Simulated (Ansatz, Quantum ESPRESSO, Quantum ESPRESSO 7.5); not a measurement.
## The work function of Na(110), 5 layers, level by level

Wanted: work functions and the surface dipole of Na(110), 5 layers at several levels, with their cost.

Method: plane-wave DFT, PBE, GBRV ultrasoft pseudopotentials (geometry and cross-check by Ansatz 0.2.0 with PAW datasets; geometry under PBE), in Quantum ESPRESSO 7.5.

**Measured values to reproduce.**

“Anisotropic work function of elemental crystals” (2019, arxiv:1902.07811) quotes from earlier work for Na (polycrystalline sample, no single face): work function, loosely compared (polycrystalline sample, no single face) 2.75 eV.

Most raw output is cut from this account.

### 1. The starting structure

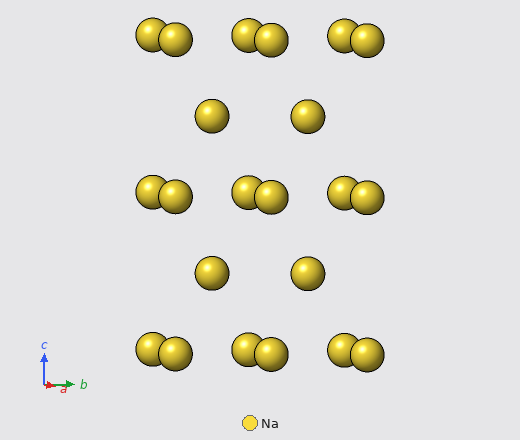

Start, viewed from the side, with the c axis up; sodium yellow. 1×2×1 cells are drawn. Some periodic images of atoms are drawn too.

The cell holds 5 atoms: 5 Na. Its edges and angles: a = 3.663 Å, b = 3.663 Å, c = 27.964 Å, α = 90.0°, β = 90.0°, γ = 70.5°. It derives from Na. Vacuum lies along c.

As a file:

```cif
data_structure
_symmetry_space_group_name_H-M 'P 1'
_symmetry_Int_Tables_number 1
_cell_length_a 3.6633
_cell_length_b 3.6633
_cell_length_c 27.9642
_cell_angle_alpha 90.000
_cell_angle_beta 90.000
_cell_angle_gamma 70.529
_cell_volume 353.81
loop_
_atom_site_label
_atom_site_type_symbol
_atom_site_fract_x
_atom_site_fract_y
_atom_site_fract_z
_atom_site_occupancy
Na1 Na 0.00000 0.00000 0.28608 1
Na2 Na 0.50000 0.50000 0.39304 1
Na3 Na 0.00000 0.00000 0.50000 1
Na4 Na 0.50000 0.50000 0.60696 1
Na5 Na 0.00000 0.00000 0.71392 1
```

### 2. Geometry from Ansatz

The geometry comes first, from a plane-wave PAW code, so that the later runs on this slab share one structure.

Contents of input.yaml:

```yaml
crystal:
  lattice:
    - [2.9910616844, -2.115, 0.0]
    - [2.9910616844, 2.115, 0.0]
    - [0.0, 0.0, 27.9642467377]
  atoms:
    - { symbol: Na, position: [0.0, 0.0, 0.2860795814] }
    - { symbol: Na, position: [0.5, 0.5, 0.3930397907] }
    - { symbol: Na, position: [0.0, 0.0, 0.5] }
    - { symbol: Na, position: [0.5, 0.5, 0.6069602093] }
    - { symbol: Na, position: [0.0, 0.0, 0.7139204186] }
kpoints:
  mp_grid: { grid: [8, 8, 1] }
hamiltonian:
  xc: pbe
scf:
  occupations: { method: fermi_dirac, width: 0.1 }
  convergence: { dr2_threshold: 1.0e-08 }
efield:
  axis: 3
  dipole_correction: true
  ramp_position: 0.97
  ramp_width: 0.04
relax:
  f_tol: 0.01
  constraints: [{ sites: [2] }]
output:
  write_potential: true
  write_density: true
  volumetric_format: npy
```

Command:

```bash
$ ansatz run input.yaml --threads 4 --pin off --max-ram 8192MiB --backend cpu --events-out ev --progress --plain --runs-dir out
```

Wall time 13 s (4 threads of Arm Neoverse V2, shared host); peak memory 0.6 GiB.

Relaxation path:

```csv
step,energy less that of the first step (eV),largest force component (eV/Å)
1,0.0000,0.0248
2,-0.0010,0.0210
3,-0.0028,0.0051
4,-0.0030,0.0040
```

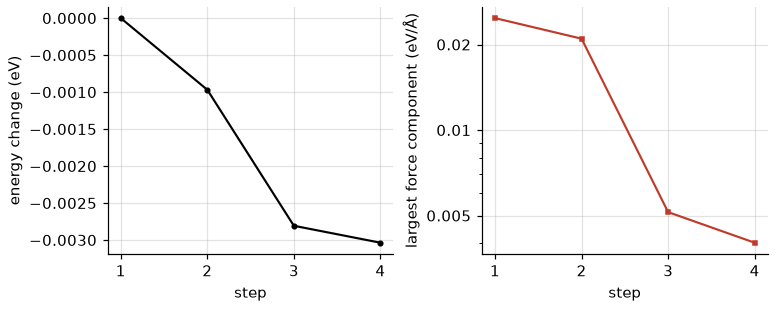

Energy and largest force along the relaxation.

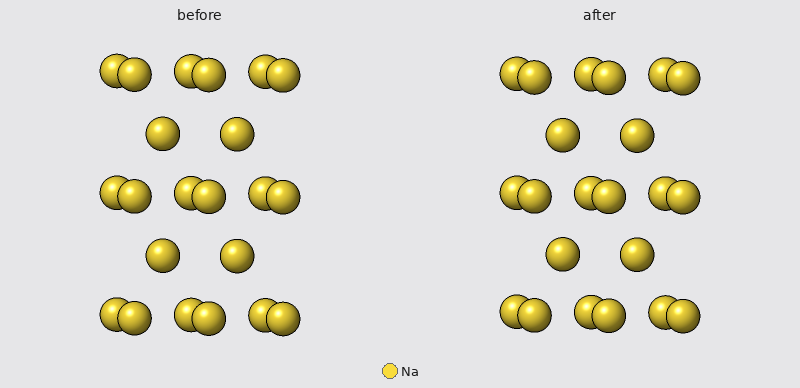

Before and after, at one scale.

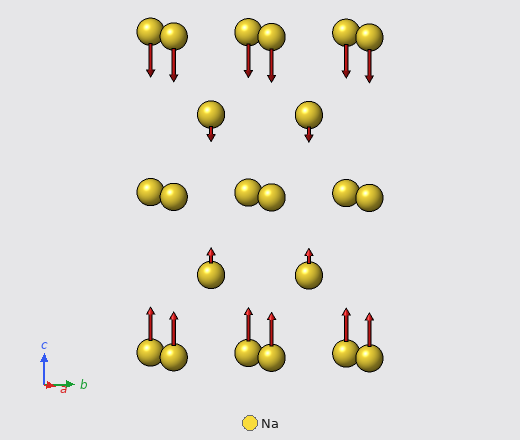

Displacements in the relaxation, exaggerated; the longest in the cell stands for 0.14 Å. 1×2×1 cells are drawn. Some periodic images of atoms are drawn too.

The atoms that moved most (Å):

```csv
atom,dx,dy,dz,length
Na1,0.000,0.000,0.140,0.140
Na5,0.000,0.000,-0.140,0.140
Na2,0.000,0.000,0.067,0.067
Na4,0.000,0.000,-0.067,0.067
```

The relaxed structure:

```xyz
5
Lattice="2.9911 -2.1150 0.0000 2.9911 2.1150 0.0000 0.0000 0.0000 27.9642" Properties=species:S:1:pos:R:3
Na    0.0000    0.0000    8.1403
Na    2.9911    0.0000   11.0579
Na    0.0000    0.0000   13.9821
Na    2.9911    0.0000   16.9064
Na    0.0000    0.0000   19.8240
```

 Held were the atoms numbered 3; the forces quoted are those on the free ones.

Numbers from this step:

```
free energy                     : -7431.7853 eV
energy at zero smearing         : -7431.7411 eV
smearing term TS                : 0.08848 eV
Fermi energy                    : -0.3627 eV
symmetry operations             : 4
work function of the upper face : 2.830 eV
work function of the lower face : 2.830 eV
dipole along the normal         : 1.18e-5 e·Å
```

### 3. Self-consistent run

One self-consistent run gives the Fermi level and the density from which pp.x builds the potential.

Level of this step: plane-wave DFT, PBE, GBRV ultrasoft pseudopotentials (Quantum ESPRESSO 7.5).

Contents of scf.in:

```
&control
  prefix = 'scf'
  outdir = './out'
  pseudo_dir = './pseudo'
  calculation = 'scf'
  tprnfor = .true.
/
&system
  ibrav = 0
  nat = 5
  ntyp = 1
  ecutwfc = 40
  ecutrho = 200
  occupations = 'smearing'
  smearing = 'mv'
  degauss = 0.02
/
&electrons
  conv_thr = 1e-07
  mixing_beta = 0.4
  electron_maxstep = 120
  mixing_mode = 'local-TF'
/
ATOMIC_SPECIES
  Na  22.9898  na_pbe_v1.5.uspp.F.UPF
CELL_PARAMETERS angstrom
  2.99106168440000 -2.11500000000000 0.00000000000000
  2.99106168440000 2.11500000000000 0.00000000000000
  0.00000000000000 0.00000000000000 27.96424673770000
ATOMIC_POSITIONS crystal
  Na  0.000000000000 0.000000000000 0.291095657218
  Na  0.500000000000 0.500000000000 0.395428795596
  Na  0.000000000000 0.000000000000 0.500000000000
  Na  0.500000000000 0.500000000000 0.604571219207
  Na  0.000000000000 0.000000000000 0.708904366260
K_POINTS automatic
  8 8 1 0 0 0
```

Command:

```bash
$ OMP_NUM_THREADS=1 mpirun -n 4 pw.x -nk 4 -in scf.in > scf.out
```

The job ended after 42 s (4 MPI ranks; peak memory 0.69 GiB).

This step gave:

- free energy: -6485.8730 eV
- Fermi energy: -0.4265 eV

The run needed 13 iterations to bring the estimated error under 1e-07 Ry.

### 4. Potential by pp.x

The vacuum level is read from the electrostatic potential (plot_num = 11), averaged over planes.

Contents of pot.in:

```
&inputpp
  prefix = 'scf'
  outdir = './out'
  filplot = 'pot.dat'
  plot_num = 11
/
```

Command:

```bash
$ OMP_NUM_THREADS=1 mpirun -n 4 pp.x -in pot.in > pot.out
```

Elapsed: 0.82 s, on 4 MPI ranks; peak memory 0.09 GiB.

This step gave:

- work function of the upper face: 2.803 eV
- slope of the potential above: 0.001937 eV/Å
- upper vacuum line continued to the top atoms, over the Fermi level: 2.792 eV
- work function of the lower face: 2.803 eV
- slope of the potential below: -0.001340 eV/Å
- lower vacuum line continued to the bottom atoms, over the Fermi level: 2.795 eV

The potential energy, planar mean oscillates, so the rows of the table below give means over windows of 2.91 Å about each position, cut where the curve ends. Its maxima inside the range that stand out by 2 % of the span (Å: eV): 8.2: 23.6, 9.6: 1.73, 11.1: 23.6, 12.5: 1.76, 14.0: 23.7, 15.5: 1.76, 16.9: 23.6, 18.4: 1.73, 19.8: 23.6. Its minima: 7.3: 0.184, 9.0: 0.625, 10.3: 0.469, 11.9: 0.597, 13.2: 0.570, 14.8: 0.570, 16.1: 0.597, 17.7: 0.469, 19.0: 0.625, 20.6: 0.184.

Electrostatic potential energy of an electron; zero at the Fermi level. Table of potential energy, planar mean by z; means over each step:

```csv
z (Å),"potential energy, planar mean (eV)"
1.46,2.80
4.37,2.76
7.28,7.47
10.19,7.31
13.10,7.34
16.01,7.32
18.91,7.27
21.83,2.17
24.73,2.80
27.65,2.80
```

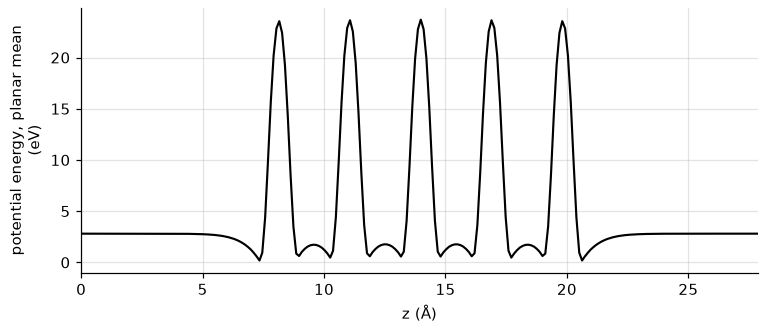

Potential energy, planar mean, plotted against z.

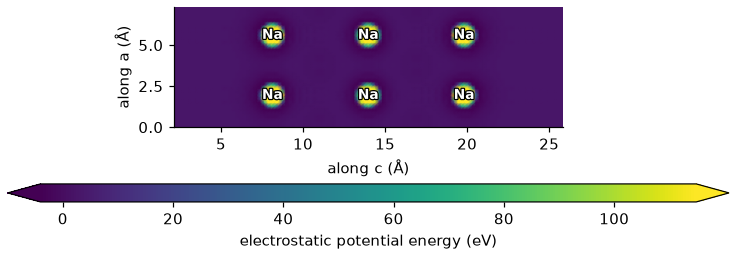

Electrostatic potential energy in the ca plane at fractional y = 0.000, with atoms of Na within 0.2 Å of it. With pseudopotentials it is smooth inside the atoms' cores, unlike the true potential. The map starts off the cell's origin, so that atoms lie inside it. The far vacuum is left out of the map.

The vacuum is flat to 1.9 meV/Å, so its level is well defined. Inside the slab the curve depends on the local part of the pseudopotentials; only the vacuum level has a meaning of its own.

### 5. Planar and running averages

A running mean over one period damps the atomic wiggles and leaves the mean of this pseudopotential's potential.

Contents of avg.in:

```
1
pot.dat
1.0
374
3
5.6522874054
```

Command:

```bash
$ OMP_NUM_THREADS=1 average.x < avg.in > avg.out
```

Wall time 0.53 s (1 MPI rank); peak memory 0.11 GiB.

Read from the output:

```
average.x's running mean inside the slab, on the run's own zero                  : 6.882 eV
mean potential by an exact Fourier window inside the slab, on the run's own zero : 6.888 eV
```

The potential energy (planar mean) oscillates, so the rows of the table below give means over windows of 2.92 Å about each position, cut where the curve ends. Its maxima inside the range that stand out by 2 % of the span (Å: eV): 8.2: 23.6, 9.6: 1.73, 11.1: 23.6, 12.5: 1.76, 14.0: 23.7, 15.5: 1.76, 16.9: 23.6, 18.4: 1.73, 19.8: 23.6. Its minima: 7.3: 0.209, 8.9: 0.570, 10.2: 0.491, 11.8: 0.561, 13.2: 0.589, 14.8: 0.589, 16.2: 0.562, 17.7: 0.491, 19.1: 0.570, 20.6: 0.209.

Electrostatic potential energy of an electron; zero at the Fermi level; window 2.9911 Å. The potential energy by z; means over each step:

```csv
z (Å),planar mean (eV),running mean (eV)
1.46,2.80,2.80
4.38,2.76,2.69
7.30,7.47,5.80
10.22,7.29,7.29
13.14,7.33,7.32
16.06,7.31,7.31
18.98,7.25,7.27
21.90,2.12,3.88
24.82,2.80,2.79
27.74,2.80,2.80
```

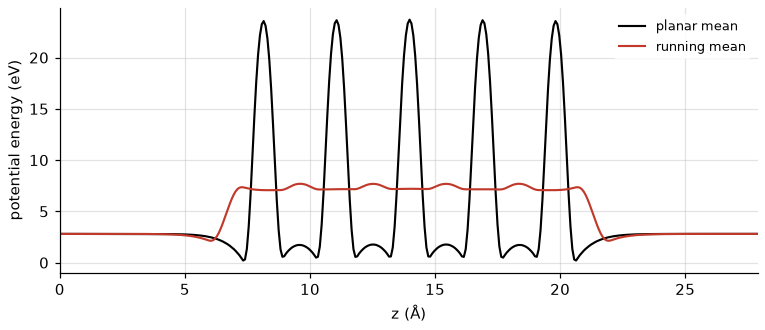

Potential energy against z.

Where the running mean is not flat inside, average.x's window, rounded to the grid, doesn't match the spacings there.

### 6. Valence density

plot_num = 0 writes the valence density.

Contents of rho.in:

```
&inputpp
  prefix = 'scf'
  outdir = './out'
  filplot = 'rho.dat'
  plot_num = 0
/
```

Command:

```bash
$ OMP_NUM_THREADS=1 mpirun -n 4 pp.x -in rho.in > rho.out
```

Elapsed: 0.81 s, on 4 MPI ranks; peak memory 0.11 GiB.

Numbers from this step:

```
electrons by integration : 45.00 e
```

The valence density, planar mean oscillates, so the rows of the table below give means over windows of 2.91 Å about each position, cut where the curve ends. Its maxima inside the range that stand out by 2 % of the span (Å: e/Å³): 8.2: 1.03, 11.1: 1.03, 14.0: 1.03, 16.9: 1.03, 19.8: 1.03. Its minima: 9.7: 0.0305, 12.6: 0.0307, 15.4: 0.0307, 18.3: 0.0305.

Mean over planes. The valence density, planar mean by z; means over each step:

```csv
z (Å),"valence density, planar mean (e/Å³)"
1.46,3.7e-6
4.37,7.6e-4
7.28,0.230
10.19,0.244
13.10,0.244
16.01,0.244
18.91,0.244
21.83,0.0147
24.73,1.0e-4
```

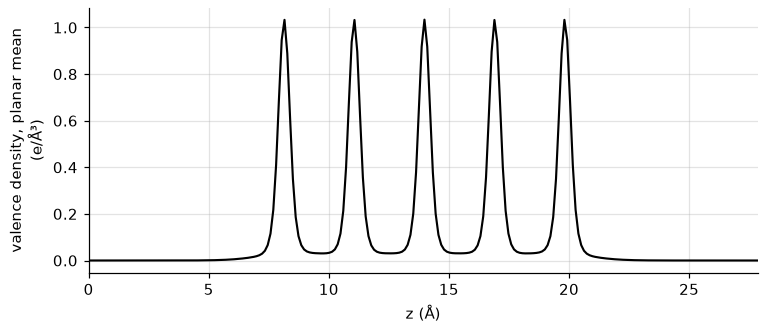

Valence density, planar mean against z.

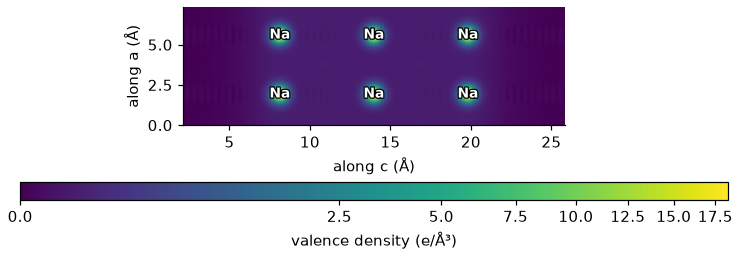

Valence density in the ca plane at fractional y = 0.000, with atoms of Na within 0.2 Å of it. It is the smooth field of the valence electrons, not physical close to the nuclei. The map starts off the cell's origin, so that atoms lie inside it. The colour scale is stretched toward low values. The far vacuum is left out of the map.

The density integrates to 45.000 electrons, as the 45 of the input ask.

### 7. Projected density of states

Projections on atomic orbitals tell which layers and orbitals hold the states near the zero of energy.

Contents of pdos.in:

```
&projwfc
  prefix = 'scf'
  outdir = './out'
  filpdos = 'pdos'
  Emin = -8.427
  Emax = 3.574
  DeltaE = 0.1
  ngauss = 0
  degauss = 0.01
/
```

Command:

```bash
$ OMP_NUM_THREADS=1 mpirun -n 4 projwfc.x -in pdos.in > pdos.out
```

The job ended after 0.97 s (4 MPI ranks; peak memory 0.11 GiB; 3.5 s of CPU time).

This step gave:

```
spilling of the projection : 0.0042
```

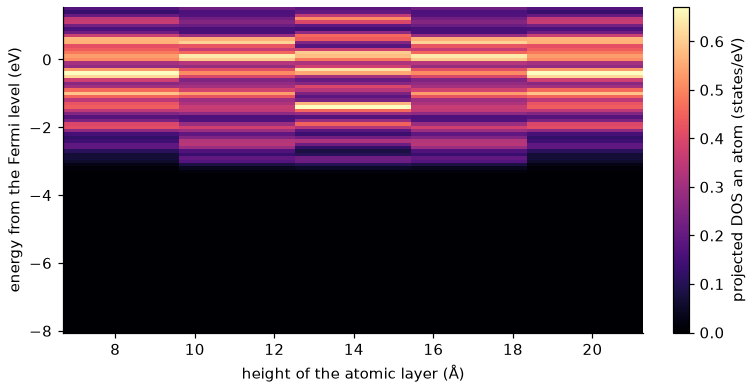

Projected DOS an atom over height of the atomic layer and energy from the Fermi level. Columns are the atomic layers from the bottom up.

The atomic orbitals miss 0.4 % of the occupied states; for empty states the projections can miss much more.

### 8. SCF with pw.x: open boundaries by the effective screening medium

Open boundaries by another road: assume_isolated = 'esm' with bc1, the slab centred on z = 0.

esm.in, as its differences from the input of step 3:

```diff
@@ -1,3 +1,3 @@
 &control
-  prefix = 'scf'
+  prefix = 'esm'
   outdir = './out'
@@ -16,2 +16,4 @@
   degauss = 0.02
+  assume_isolated = 'esm'
+  esm_bc = 'bc1'
 /
@@ -30,7 +32,7 @@
 ATOMIC_POSITIONS crystal
-  Na  0.000000000000 0.000000000000 0.291095657218
-  Na  0.500000000000 0.500000000000 0.395428795596
-  Na  0.000000000000 0.000000000000 0.500000000000
-  Na  0.500000000000 0.500000000000 0.604571219207
-  Na  0.000000000000 0.000000000000 0.708904366260
+  Na  0.000000000000 0.000000000000 -0.208904354521
+  Na  0.500000000000 0.500000000000 -0.104571216143
+  Na  0.000000000000 0.000000000000 -0.000000011739
+  Na  0.500000000000 0.500000000000 0.104571207468
+  Na  0.000000000000 0.000000000000 0.208904354521
 K_POINTS automatic
```

Command:

```bash
$ OMP_NUM_THREADS=1 mpirun -n 4 pw.x -nk 4 -in esm.in > esm.out
```

It took 64 s on 4 MPI ranks; peak memory 0.61 GiB.

Numbers from this step:

```
Fermi energy                                                   : -2.802 eV
vacuum line at the lower end of the cell, over the Fermi level : 2.802 eV
vacuum line at the upper end of the cell, over the Fermi level : 2.802 eV
```

The potential energy, planar mean oscillates, so the rows of the table below give means over windows of 2.92 Å about each position, cut where the curve ends. Its maxima inside the range that stand out by 2 % of the span (Å: eV): -5.8: 23.5, -4.4: 1.72, -2.9: 23.6, -1.5: 1.76, 0.0: 23.7, 1.5: 1.76, 2.9: 23.6, 4.4: 1.72, 5.8: 23.5. Its minima: -6.6: 0.182, -5.0: 0.623, -3.7: 0.469, -2.1: 0.598, -0.8: 0.573, 0.8: 0.573, 2.1: 0.598, 3.7: 0.469, 5.0: 0.624, 6.6: 0.182.

Electrostatic potential energy of an electron; zero at the Fermi level. The potential energy, planar mean by z; means over each step:

```csv
z (Å),"potential energy, planar mean (eV)"
-12.52,2.80
-9.60,2.76
-6.68,7.46
-3.76,7.30
-0.84,7.34
2.08,7.32
5.00,7.26
7.92,2.13
10.84,2.80
13.76,2.80
```

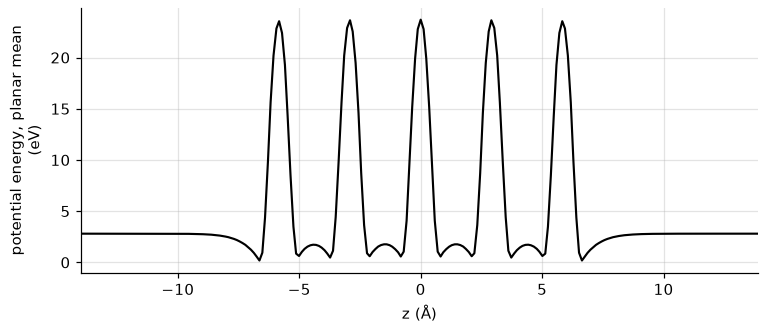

Potential energy, planar mean, plotted against z.

The vacuum levels are read from the outermost 0.7 Å of the cell on either side.

The run needed 13 iterations to bring the estimated error under 1e-07 Ry; the largest force on any atom, held or free, is 0.01 eV/Å.

The upper level is 2.802 eV against 2.803 eV from the periodic run.

### 9. SCF with pw.x: PBEsol, PseudoDojo norm-conserving

Next, another level on the same atoms.

Level of this step: plane-wave DFT, PBEsol, PseudoDojo norm-conserving pseudopotentials (Quantum ESPRESSO 7.5).

Contents of dojo-pbesol.in:

```
&control
  prefix = 'dojo-pbesol'
  outdir = './out'
  pseudo_dir = './pseudo'
  calculation = 'scf'
  tprnfor = .true.
/
&system
  ibrav = 0
  nat = 5
  ntyp = 1
  ecutwfc = 76
  ecutrho = 304
  occupations = 'smearing'
  smearing = 'mv'
  degauss = 0.02
/
&electrons
  conv_thr = 1e-07
  mixing_beta = 0.4
  electron_maxstep = 120
  mixing_mode = 'local-TF'
/
ATOMIC_SPECIES
  Na  22.9898  Na.dojo-sr-pbesol-0.4.1-standard.upf
CELL_PARAMETERS angstrom
  2.99106168440000 -2.11500000000000 0.00000000000000
  2.99106168440000 2.11500000000000 0.00000000000000
  0.00000000000000 0.00000000000000 27.96424673770000
ATOMIC_POSITIONS crystal
  Na  0.000000000000 0.000000000000 0.291095657218
  Na  0.500000000000 0.500000000000 0.395428795596
  Na  0.000000000000 0.000000000000 0.500000000000
  Na  0.500000000000 0.500000000000 0.604571219207
  Na  0.000000000000 0.000000000000 0.708904366260
K_POINTS automatic
  8 8 1 0 0 0
```

Command:

```bash
$ OMP_NUM_THREADS=1 mpirun -n 4 pw.x -nk 4 -in dojo-pbesol.in > dojo-pbesol.out
```

The job ended after 96 s (4 MPI ranks; peak memory 1.1 GiB).

This step gave:

| Quantity | Value |
| --- | --- |
| free energy | -6208.1832 eV |
| Fermi energy | -0.4024 eV |

### 10. Potential by pp.x

Contents of dojo-pbesol.pot.in:

```
&inputpp
  prefix = 'dojo-pbesol'
  outdir = './out'
  filplot = 'dojo-pbesol.pot.dat'
  plot_num = 11
/
```

Command:

```bash
$ OMP_NUM_THREADS=1 mpirun -n 4 pp.x -in dojo-pbesol.pot.in > dojo-pbesol.pot.out
```

It took 0.84 s on 4 MPI ranks; peak memory 0.11 GiB; 3 s of CPU time.

Read from the output:

- work function of the upper face: 2.825 eV
- slope of the potential above: 0.001870 eV/Å
- upper vacuum line continued to the top atoms, over the Fermi level: 2.814 eV
- work function of the lower face: 2.825 eV
- slope of the potential below: -0.001331 eV/Å
- lower vacuum line continued to the bottom atoms, over the Fermi level: 2.817 eV

The upper face goes from 2.803 eV (PBE, GBRV) to 2.825 eV, a change of +0.022 eV.

### 11. Self-consistent run: Wu-Cohen, GBRV ultrasoft

Level of this step: plane-wave DFT, Wu-Cohen, GBRV ultrasoft pseudopotentials made under PBE (Quantum ESPRESSO 7.5). input_dft overrides the functional of the files.

gbrv-wc.in, as its differences from the input of step 9:

```diff
@@ -1,3 +1,3 @@
 &control
-  prefix = 'dojo-pbesol'
+  prefix = 'gbrv-wc'
   outdir = './out'
@@ -11,4 +11,5 @@
   ntyp = 1
-  ecutwfc = 76
-  ecutrho = 304
+  ecutwfc = 40
+  ecutrho = 200
+  input_dft = 'wc'
   occupations = 'smearing'
@@ -24,3 +25,3 @@
 ATOMIC_SPECIES
-  Na  22.9898  Na.dojo-sr-pbesol-0.4.1-standard.upf
+  Na  22.9898  na_pbe_v1.5.uspp.F.UPF
 CELL_PARAMETERS angstrom
```

Command:

```bash
$ OMP_NUM_THREADS=1 mpirun -n 4 pw.x -nk 4 -in gbrv-wc.in > gbrv-wc.out
```

Elapsed: 44 s, on 4 MPI ranks; peak memory 0.66 GiB; 2.9 min of CPU time.

This step gave:

```
free energy  : -6477.1236 eV
Fermi energy : -0.4206 eV
```

### 12. Electrostatic potential

Contents of gbrv-wc.pot.in:

```
&inputpp
  prefix = 'gbrv-wc'
  outdir = './out'
  filplot = 'gbrv-wc.pot.dat'
  plot_num = 11
/
```

Command:

```bash
$ OMP_NUM_THREADS=1 mpirun -n 4 pp.x -in gbrv-wc.pot.in > gbrv-wc.pot.out
```

Run time: 0.82 s. Hardware: 4 MPI ranks; peak memory 0.13 GiB.

Read from the output:

```
work function of the upper face                                       : 2.805 eV
slope of the potential above                                          : 0.001925 eV/Å
upper vacuum line continued to the top atoms, over the Fermi level    : 2.794 eV
work function of the lower face                                       : 2.805 eV
lower vacuum line continued to the bottom atoms, over the Fermi level : 2.797 eV
```

The upper face goes from 2.803 eV (PBE, GBRV) to 2.805 eV, a change of +0.002 eV.

(Part 1 of 2 ends here.)

[Logs are printed without paths, hosts, clocks, repeated set-up lines and the standing remarks that a program may print on its own settings, such as how far it seeks lower states.]

[Hosts, paths, dates, database ids (printed as entryN), source tags and the programs' standing remarks are cut or masked in the printed files.]

[Maps of the electrostatic potential energy from Ansatz leave out the sawtooth potential of an applied field or a dipole correction, so their vacuum need not be flat; planar profiles and work functions include it.]
